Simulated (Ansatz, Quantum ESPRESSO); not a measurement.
# Pm2O3 (P-3m1): zone-centre phonons, part 4 of 4

Which modes does Pm2O3 (P-3m1) have at the zone centre?

Quantum ESPRESSO 7.5; DFT PBEsol, scalar-relativistic, plane waves, PseudoDojo norm-conserving, 4f in core pseudopotentials.

So far, highest mode moved by the LO-TO term (cm⁻¹): step 9 (modes along a direction of q (1 0 0)) 593; step 10 (q direction 0×0×1) 534; step 11 (q direction 1×1×1) 576.

**12. Cross-check with Ansatz**

A second program on the same cell, potentials, cutoff and meshes tests the implementation of the phonon response, not its convergence. Its field response is summed in its own way. Its k mesh is centred on Γ.

This step: DFT PBEsol, scalar-relativistic, plane waves, norm-conserving pseudopotentials, 4f in core (Ansatz 0.2.0).

Input file input.yaml:

```yaml
crystal:
  lattice:
    - [3.7741560143, 0.0, 0.0]
    - [-1.8870780046, 3.2685149877, 0.0]
    - [0.0, 0.0, 5.898152522]
  atoms:
    - { symbol: Pm, position: [0.6666666667, 0.3333333333, 0.2521843065] }
    - { symbol: Pm, position: [0.3333333333, 0.6666666667, 0.7478156935] }
    - { symbol: O, position: [0.3333333333, 0.6666666667, 0.1451690851] }
    - { symbol: O, position: [0.0, 0.0, 0.5] }
    - { symbol: O, position: [0.6666666667, 0.3333333333, 0.8548309149] }
kpoints:
  mp_grid: { grid: [6, 6, 4] }
hamiltonian:
  xc: pbesol
  pseudopotentials:
    kind: nc
    azcp: { Pm: "pseudopotentials/pbe/nc/lanthanide_3plus/Pm.nc.azcp" }
    accuracy: standard
scf:
  occupations: { method: fixed }
output:
  eigenvalues: true
basis:
  ecutwfc: 979.61
phonons:
  method: dfpt
  dielectric: true
  rigid_motions: translations
```

On the command line:

```sh
ansatz run input.yaml --threads 8 --pin off --max-ram 16384MiB --backend cpu --events-out ev --progress --plain --runs-dir out
```

Numbers of over 12 decimals in the logs are rounded to 6 here.

Output:

```text
Warning: basis.ecutwfc = 979.61 eV is below the records' recommended 1142.878222 eV, and the density's cutoff is lower with it unless basis.ecutrho_ratio is high enough to keep the records' density cutoff: compare with a run at a higher cutoff
Warning: <dir> the record states the generating functional pbe (its physics header spells it `PBE`), which answers neither for hamiltonian.xc's functional nor for the pbesol family's — results may be inconsistent (PPs are generated against a specific XC)
Engine: ansatz 0.2.0, aarch64-unknown-linux-gnu
Pseudopotentials: kind: nc
Pseudopotential: Pm, nc, valence charge 11, recommended cutoff 707.496042 eV (normal), <dir>
Pseudopotential: O, nc, valence charge 6, recommended cutoff 1142.878222 eV (normal), O.nc.azcp (PseudoDojo's, or run here from an input of PseudoDojo's; its table is named by hamiltonian.pseudopotentials.accuracy)
Functional definition: PBEsol
  exchange = pbesol_x
  correlation = pbesol_c
Crystal: 5 atoms, lattice volume = 72.759 Å³
Basis set: ecut = 979.61 eV, 5095 PW (Γ), exchange–correlation on 80×80×128 points (8 copies of the dense FFT grid, shifted against one another)
Bands: 25, of which v1, the nominal top of the filled ones, is band 20 counted from 1 (19 counted from 0)
Symmetry: 12 space group operations
k-points: 47 of 144 (irreducible under 2 space group operations, time reversal used)
Non-local potential: Pm, projectors of the file, l = 0: 2, l = 1: 2, l = 2: 2, l = 3: 1
Non-local potential: O, projectors of the file, l = 0: 2, l = 1: 2, l = 2: 1
Initial density: superposition of atomic densities (chi_scale 0.1, normalization cell)
Initial wavefunctions: pseudopotential atomic-orbital guess
Functional: x = pbesol(κ = 0.804, μ = 0.123457), c = pbesol(β = 0.046)
SCF iter   1: F=—  HF=-3482.623653 eV  |F-HF|=—  |Δ(HF+E_count)|=         —  Δρ=1.59e-1  dr2=2.08e1  ethr=3.10e-3  ⟨swp⟩=4.9  Hψ=4277  notcnv=0  defer=113
preconditioner: auto → Resta (q_TF=auto, 2.469 Å⁻¹)  ε∞=3.6  [insulator: Δε(μ)=6.326 eV  Ē_g=16.300 eV  n_scr=22 (ndim 8)  ℏωp=26.1 eV  f_vac=0.000  ε∞_Penn≈3.6]
SCF iter   2: F=—  HF=-3477.130534 eV  |F-HF|=—  |Δ(HF+E_count)|=    5.49e0  Δρ=5.86e-2  dr2=1.04e0  ethr=3.10e-3  ⟨swp⟩=4.0  Hψ=3010  notcnv=0  defer=105
SCF iter   3: F=—  HF=-3476.936908 eV  |F-HF|=—  |Δ(HF+E_count)|=   1.94e-1  Δρ=2.49e-2  dr2=3.51e-1  ethr=2.60e-3  ⟨swp⟩=2.3  Hψ=1640  notcnv=0  defer=108
SCF iter   4: F=—  HF=-3476.903875 eV  |F-HF|=—  |Δ(HF+E_count)|=   3.30e-2  Δρ=1.71e-2  dr2=1.76e-1  ethr=8.78e-4  ⟨swp⟩=2.8  Hψ=1777  notcnv=0  defer=135
SCF iter   5: F=—  HF=-3476.874635 eV  |F-HF|=—  |Δ(HF+E_count)|=   2.92e-2  Δρ=2.70e-3  dr2=5.12e-3  ethr=4.39e-4  ⟨swp⟩=2.3  Hψ=2088  notcnv=0  defer=137
SCF iter   6: F=—  HF=-3476.876580 eV  |F-HF|=—  |Δ(HF+E_count)|=   1.94e-3  Δρ=1.13e-3  dr2=1.29e-3  ethr=1.28e-5  ⟨swp⟩=3.7  Hψ=2492  notcnv=0  defer=139
SCF iter   7: F=—  HF=-3476.876482 eV  |F-HF|=—  |Δ(HF+E_count)|=   9.86e-5  Δρ=1.49e-4  dr2=1.84e-5  ethr=3.23e-6  ⟨swp⟩=2.1  Hψ=1676  notcnv=0  defer=139
SCF iter   8: F=—  HF=-3476.876500 eV  |F-HF|=—  |Δ(HF+E_count)|=   1.80e-5  Δρ=3.42e-5  dr2=1.16e-6  ethr=4.61e-8  ⟨swp⟩=2.9  Hψ=2175  notcnv=0  defer=98
SCF iter   9: F=—  HF=-3476.876602 eV  |F-HF|=—  |Δ(HF+E_count)|=   1.02e-4  Δρ=8.71e-6  dr2=4.96e-8  ethr=2.89e-9  ⟨swp⟩=3.0  Hψ=2171  notcnv=0  defer=81
SCF iter  10: F=—  HF=-3476.876602 eV  |F-HF|=—  |Δ(HF+E_count)|=   2.45e-9  Δρ=1.71e-6  dr2=2.09e-9  ethr=1.24e-10  ⟨swp⟩=3.0  Hψ=2322  notcnv=0  defer=81
SCF iter  11: F=-3476.876602 eV  HF=-3476.876602 eV  |F-HF|=1.36e-11  |Δ(HF+E_count)|=  4.01e-10  Δρ=4.10e-7  dr2=7.47e-11  ethr=1.00e-12  ⟨swp⟩=14.4  Hψ=9618  notcnv=0
SCF 1 converged in 11 iterations: F = -3476.876602 eV  dr2 = 7.47e-11
DFPT response loops at Γ: preconditioner auto → Resta (q_TF=auto, 2.469 Å⁻¹)  ε∞=4.0 (no band partly filled); β = 1.00, the filter's whole step (`scf.mixing.beta` (0.50) is not read by the response loops at its default; to damp them type it under 1.00, their step now; it binds the ground state too); Broyden in place of MSR1
── the response to a field inside a basis, on 6×6×4 k-points: an SCF that follows is theirs, and a resumed run solves both again ──
Bands: 21, of which v1, the nominal top of the filled ones, is band 20 counted from 1 (19 counted from 0)
k-points: 42 of 144 (irreducible under 4 space group operations)
Initial density: handed on by an earlier stage of this run
Initial wavefunctions: pseudopotential atomic-orbital guess (no wavefunctions were taken with the density)
Eigensolver: Dense (42 Hₖ)
SCF iter   1: F=—  HF=-3476.868569 eV  |F-HF|=—  |Δ(HF+E_count)|=         —  Δρ=5.21e-4  dr2=1.92e-5  ethr=1.00e-1
preconditioner: auto → Resta (q_TF=auto, 2.469 Å⁻¹)  ε∞=4.6  [insulator: Δε(μ)=4.137 eV  Ē_g=13.698 eV  n_scr=22 (ndim 8)  ℏωp=26.1 eV  f_vac=0.013  ε∞_Penn≈4.6]
SCF iter   2: F=—  HF=-3476.868585 eV  |F-HF|=—  |Δ(HF+E_count)|=   1.60e-5  Δρ=2.68e-4  dr2=4.51e-6  ethr=4.81e-8
SCF iter   3: F=—  HF=-3476.868590 eV  |F-HF|=—  |Δ(HF+E_count)|=   5.57e-6  Δρ=1.06e-4  dr2=6.43e-7  ethr=1.13e-8
SCF iter   4: F=-3476.868591 eV  HF=-3476.868591 eV  |F-HF|=2.09e-8  |Δ(HF+E_count)|=   1.15e-6  Δρ=7.05e-6  dr2=3.02e-8  ethr=1.61e-9
SCF 1 converged in 4 iterations: F = -3476.868591 eV  dr2 = 3.02e-8
DFPT response loops at Γ: preconditioner auto → Resta (q_TF=auto, 2.469 Å⁻¹)  ε∞=3.8 (no band partly filled); β = 1.00, the filter's whole step (`scf.mixing.beta` (0.50) is not read by the response loops at its default; to damp them type it under 1.00, their step now; it binds the ground state too); Broyden in place of MSR1
SCF converged after 11 iterations
Free energy (F): -3476.876602 eV
Harris-Foulkes:  -3476.876602 eV  (|F-HF|=1.36e-11)
Internal energy: -3476.876602 eV  (E = F + TS)
E sigma→0 (E₀):  -3476.876602 eV
Fermi energy:    10.215709 eV
--- Per-component energies (eV) ---
  E_band       = -62.892047
  E_kinetic    = 1397.907285
  E_local      = -1675.571125  (includes V_loc(G=0)·N_el)
  E_nonlocal   = -115.381184
  E_hartree    = 541.240280
  E_xc         = -856.464955
  E_vxc        = -752.327734  (∫ρ·V_xc dr)
  E_ewald      = -2768.606903
  E_smearing   = -0.000000  (= −TS)
  E_closure    = -0.000000  (closes the sum)
  Σ components = -3476.876602   (vs F -3476.876602, Δ=0.00e0)
--- Band table (eV; the first three rows and the last of 47) ---
  k-point 0: bands = [... 16 lower, 8.2152, 9.8340, 9.8340, 10.2157, 14.8504, 14.9711, 14.9711, 15.5448, ... 1 higher]
  k-point 1: bands = [... 16 lower, 8.6505, 9.8071, 9.8605, 9.8605, 15.2503, 15.2503, 15.4989, 15.6979, ... 1 higher]
  k-point 2: bands = [... 16 lower, 9.0288, 9.3200, 9.8992, 9.8992, 15.6248, 15.6248, 15.9415, 16.3361, ... 1 higher]
  k-point 46: bands = [... 16 lower, 9.2472, 9.4276, 9.6719, 9.8625, 14.6729, 15.9553, 16.1325, 17.0029, ... 1 higher]
--- Phonons (Γ-DFPT): 6 representative perturbations + reference, on 47 of 144 k-points (Σ response iterations 18) ---
  k mesh reduced under 2 symmetry operations, with k and −k counted as one. Each operation leaves every solved perturbation unchanged. A smaller set is not considered because the run solves the response to a homogeneous field
  ASR residual: 4.124e-4 → 0.000e0 eV/Å²; symmetrization residual: 7.451e-6 eV/Å²
  ASR residual per site (eV/Å²): 1.28e-4 1.28e-4 4.12e-4 3.09e-4 4.12e-4
  Γ frequencies (cm⁻¹): 0.00 0.00 0.00 108.30 108.30 203.39 207.57 207.57 235.70 436.09 436.09 440.69 467.34 476.02 476.02
  ε∞ (high-frequency dielectric tensor):
        4.824923    -0.000000    -0.000000
       -0.000000     4.824923    -0.000000
       -0.000000    -0.000000     4.695714
  ε⁰ (static dielectric tensor: ions relaxed, cell fixed):
       21.744516    -0.000000     0.000000
       -0.000000    21.744516    -0.000000
        0.000000    -0.000000    19.954183
  ε⁰ − ε∞ (ionic part):
       16.919593    -0.000000     0.000000
       -0.000000    16.919593    -0.000000
        0.000000    -0.000000    15.258469
  softest optical mode at Γ: 108.30 cm⁻¹; the repairs (sum rule, projections) moved no ω² at Γ by more than (2.98 cm⁻¹)²
  Born effective charges Z* (e; rows j = field, columns β = displacement):
    site 0:
         4.05305   -0.00000   -0.00000
        -0.00000    4.05305   -0.00000
        -0.00000   -0.00000    3.70350
    site 1:
         4.05305   -0.00000   -0.00000
        -0.00000    4.05305   -0.00000
        -0.00000   -0.00000    3.70350
    site 2:
        -2.72231    0.00000    0.00000
         0.00000   -2.72231    0.00000
         0.00000    0.00000   -2.46751
    site 3:
        -2.66147    0.00000    0.00000
         0.00000   -2.66147    0.00000
         0.00000    0.00000   -2.47198
    site 4:
        -2.72231    0.00000    0.00000
         0.00000   -2.72231    0.00000
         0.00000    0.00000   -2.46751
  Z* charge neutrality: 7.003e-4 e pre-enforcement
  solved inside a basis spanned on kpoints, on 6×6×4 k-points, its susceptibility summed on 12×12×8: ε∞ is read to err by 1.4e-2, Z* by 1.5e-2 e (field_mesh: kpoints solves on kpoints); Z* is corrected for what the basis lacks
  optical modes at Γ without the LO–TO term, one row a degenerate level:
      ω (cm⁻¹)  modes    IR ((D/Å)²/amu)
        108.30      2             0.0000
        203.39      1             0.0000
        207.57      2            42.7352
        235.70      1            28.2967
        436.09      2            30.9017
        440.69      1             0.0000
        467.34      1             2.4420
        476.02      2             0.0000
  optical modes at Γ + LO–TO along q̂ = [1.0000, 0.0000, 0.0000]:
      ω (cm⁻¹)  modes    IR ((D/Å)²/amu)
        108.30      2             0.0000
        203.39      1             0.0000
        207.57      1            21.3676
        235.70      1            28.2967
        323.86      1             3.5100
        436.09      1            15.4509
        440.69      1             0.0000
        467.34      1             2.4420
[...]
optical modes at Γ + LO–TO along q̂ = [0.0000, 1.0000, 0.0000]:
      ω (cm⁻¹)  modes    IR ((D/Å)²/amu)
[...]
440.69      1             0.0000
        467.34      1             2.4420
        476.02      2             0.0000
        593.35      1            33.3085
  optical modes at Γ + LO–TO along q̂ = [0.0000, 0.0000, 1.0000]:
      ω (cm⁻¹)  modes    IR ((D/Å)²/amu)
        108.30      2             0.0000
        203.39      1             0.0000
        207.57      2            42.7352
        425.48      1             7.2381
        436.09      2            30.9017
        440.69      1             0.0000
        476.02      2             0.0000
        533.69      1            23.5006
```

Run time: 52 s. Hardware: 8 threads of Arm Neoverse V2, shared host; peak memory 1.6 GiB; 6.6 min of CPU time.

This step gave:

- sum-rule residual before enforcement: 4.12e-4 eV/Å²
- miss of the charge sum rule: 7.00e-4 e
- estimated error of the dielectric tensor: 0.01374
- estimated error of the Born charges: 0.01470 e
- highest optical zone-centre mode (no LO-TO term): 476.0 cm⁻¹
- lowest optical zone-centre mode: 108.3 cm⁻¹
- mean high-frequency dielectric constant: 4.782
- mean static dielectric constant: 21.15
- highest mode moved by the LO-TO term: 593.4 cm⁻¹

Transverse modes. Infrared lines, with heights relative to the strongest:

| position (cm⁻¹) | label | IR intensity ((D/Å)²/amu), degenerate modes summed, relative |
| --- | --- | --- |
| 108 | Eg | 0.0 |
| 203 | A1g | 0.0 |
| 208 | Eu | 100 |
| 236 | A2u | 66 |
| 436 | Eu | 72 |
| 441 | A1g | 0.0 |
| 467 | A2u | 5.7 |
| 476 | Eg | 0.0 |

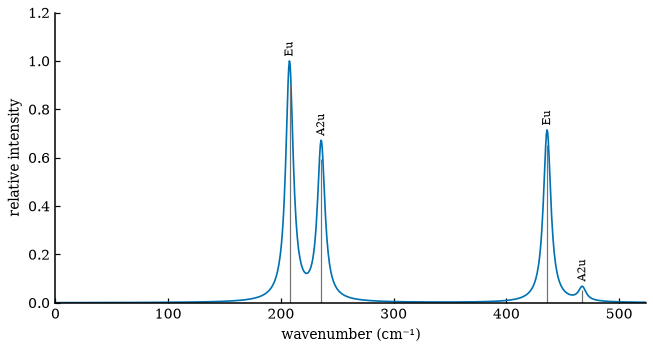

The infrared spectrum, broadened with Lorentzians of width 8 cm⁻¹; bars mark the lines.

**13. The two compared: QE PseudoDojo and Ansatz, PseudoDojo**

Numbers from this step:

- root-mean-square difference: 0.62 cm⁻¹
- largest difference: 1.3 cm⁻¹

The 12 of 12 modes that differ most. Frequencies side by side:

| q (reciprocal lattice) | mode | QE PseudoDojo (cm⁻¹) | Ansatz, PseudoDojo (cm⁻¹) |
| --- | --- | --- | --- |
| 0 0 0 | 4 | 108.2 | 108.3 |
| 0 0 0 | 5 | 108.2 | 108.3 |
| 0 0 0 | 6 | 203.9 | 203.4 |
| 0 0 0 | 7 | 206.3 | 207.6 |
| 0 0 0 | 8 | 206.3 | 207.6 |
| 0 0 0 | 9 | 235.1 | 235.7 |
| 0 0 0 | 10 | 435.7 | 436.1 |
| 0 0 0 | 11 | 435.7 | 436.1 |
| 0 0 0 | 12 | 440.7 | 440.7 |
| 0 0 0 | 13 | 467.2 | 467.3 |
| 0 0 0 | 14 | 475.7 | 476 |
| 0 0 0 | 15 | 475.7 | 476 |

The two runs side by side. Further quantities:

| quantity | QE PseudoDojo | Ansatz, PseudoDojo |
| --- | --- | --- |
| mean ε∞ | 4.781 | 4.782 |
| largest Born charge in size (e; the first before, the second after the charge sum rule) | 3.937 | 3.937 |

At the zone centre the largest difference (acoustic modes at Γ apart) is 0.3 % of the highest mode.

**14. Summary of results**

```yaml
space_group_after_relaxation: P-3m1
volume_per_atom: 14.6 Å³
gap_on_the_k_mesh: 3.84 eV
highest_optical_zone_centre_mode_no_lo_to_term: 475.7 cm⁻¹
lowest_optical_zone_centre_mode: 108.2 cm⁻¹
highest_mode_moved_by_the_lo_to_term: 593.1 cm⁻¹
mean_high_frequency_dielectric_constant: 4.78
largest_born_charge_in_size_third_of_the_trace: 3.94 e
mean_static_dielectric_constant: 21.3
imaginary_optical_modes_at_the_zone_centre_no_q_mesh_in_this_session: none
largest_difference_from_ansatz_pseudodojo: 1.3 cm⁻¹
```

**Reading.** At the PBEsol level the optical modes of Pm2O3 (P-3m1) at the zone centre (no LO-TO term) run from 108 to 476 cm⁻¹. Along the directions run, the highest mode that the macroscopic field moves lies at 593 cm⁻¹. Lattice motion raises the mean dielectric constant from 4.781 to 21.30. Of the 12 optical modes, 6 are Raman active alone and 6 are infrared active alone; inversion symmetry keeps the two sets apart. QE PseudoDojo and Ansatz, PseudoDojo differ by 0.6 cm⁻¹ in the root mean square and by 1.3 cm⁻¹ at most, 0.3 % of the highest mode compared (acoustic modes at Γ left out). These are harmonic frequencies at zero temperature: anharmonic shifts and linewidths and thermal expansion are left out. Spin-orbit coupling is left out, which can matter for the heavy elements here. The 4f electrons are frozen in the core as for a trivalent ion, in files made for PBE, so their moments and any magnetic order are left out. The relaxation ran at 72 Ry, under the 84 Ry recommended for these files; the stress of so short a basis can leave the cell about one per cent too small. Ansatz warns that the cutoff lies 14 % under the one recommended for these files; agreement at one cutoff is not convergence. The structure comes from a database and need not be the phase that is stable at ambient conditions.

[Host names and launcher messages were left out of these logs when they were recorded.]

[Logs are printed without paths, hosts, clocks, repeated set-up lines and the standing remarks that a program may print on its own settings, such as how far it seeks lower states.]

[Hosts, paths, dates, database ids (printed as entryN), source tags and the programs' standing remarks are cut or masked in the printed files.]
